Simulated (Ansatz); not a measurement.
**BCl+ (doublet): wave-function methods side by side, cc-pVTZ**

How much of the correlation energy of BCl+ (doublet) does each wave-function method recover here?

Program: Ansatz 0.2.0, Gaussian basis. Level of theory: cc-pVTZ, core rule «outside noble gas», up to 6 orbitals frozen. These are calculated values, not measurements.

The runs, in order: UHF; CCSD(T) on ROHF; CCSD(T) on UHF; BCCD(T) on ROHF; CISD; CCSDT(Q) on ROHF; CCSDT(Q) on UHF; CASSCF and MRCISD+Q, 9 electrons in 8 orbitals; CASSCF and NEVPT2, 9 electrons in 8 orbitals.

6 further runs of the same task are left out: 2 for a known fault of the program, 1 that didn't finish, 3 set aside as unsound or not needed.

### Step 1. The system

The geometry is a PBE0/def2-TZVP stationary point (not a proven minimum).

2 atoms, charge 1, spin multiplicity 2.

Atoms are counted from 1 here; the program's logs count them from 0.

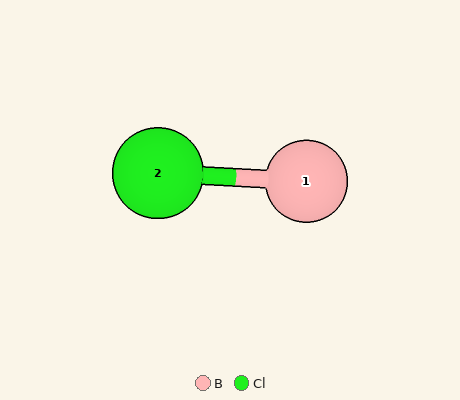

The structure; boron pink, chlorine green; atoms are numbered from 1 in the order of the file.

### Step 2. UHF

File in.yaml:

```yaml
crystal:
  periodic: [false, false, false]
  atoms:
    - {symbol: B, position_ang: [0.000000, 0.000000, 0.000000]}
    - {symbol: Cl, position_ang: [0.000000, 0.000000, 1.596400]}
basis:
  gaussian: {orbitals: cc-pVTZ}
total_charge: 1
magnetization: {spin_polarized: true, initial_magnetization: 1}
hamiltonian: {xc: hf}
output: {orbitals: {seedname: orbitals}}
```

On the command line:

```
$ ansatz run in.yaml --threads 1 --pin off --events-out ev --progress --plain --max-ram 2393MiB
```

The runs that follow: CCSD(T) on ROHF; CCSD(T) on UHF; BCCD(T) on ROHF; CISD; CCSDT(Q) on ROHF; CCSDT(Q) on UHF; CASSCF and MRCISD+Q, 9 electrons in 8 orbitals; CASSCF and NEVPT2, 9 electrons in 8 orbitals.

Q: Predict the results of all the runs planned. Wanted: UCCSDT(Q) below the RHF energy; RMP2 from UCCSDT(Q); UMP2 from UCCSDT(Q); RCCSD from UCCSDT(Q); RCCSD(T) from UCCSDT(Q); UCCSD(T) from UCCSDT(Q); RCCSDT(Q) from UCCSDT(Q); NEVPT2 valence from UCCSDT(Q); MRCISD+Q valence from UCCSDT(Q).

**Answer**, as computed:

```
                         quantity                      value
   UCCSDT(Q) below the RHF energy                 -7.1653 eV
              RMP2 from UCCSDT(Q)               +90.6 kJ/mol
              UMP2 from UCCSDT(Q)               +89.1 kJ/mol
             RCCSD from UCCSDT(Q)               +37.9 kJ/mol
          RCCSD(T) from UCCSDT(Q)                +4.4 kJ/mol
          UCCSD(T) from UCCSDT(Q)                +4.4 kJ/mol
         RCCSDT(Q) from UCCSDT(Q)                +0.4 kJ/mol
    NEVPT2 valence from UCCSDT(Q)              +105.6 kJ/mol
  MRCISD+Q valence from UCCSDT(Q)                +6.6 kJ/mol
levels within 1 kcal/mol (43 meV)  RCCSDT, UCCSDT, RCCSDT(Q)
                    T1 diagnostic                      0.025
   effectively unpaired electrons                       1.02
```

What this shows: RCCSD(T) lands +4.4 kJ/mol from the yardstick (0.6 % of the correlation energy). One determinant dominates. Of the multireference levels listed MRCISD+Q valence comes nearest in total energy (+6.6 kJ/mol), which doesn't show that its space is the better one. These misses are within one basis, not against nature; the frozen cores of restricted and unrestricted runs differ, which can shift their rows.
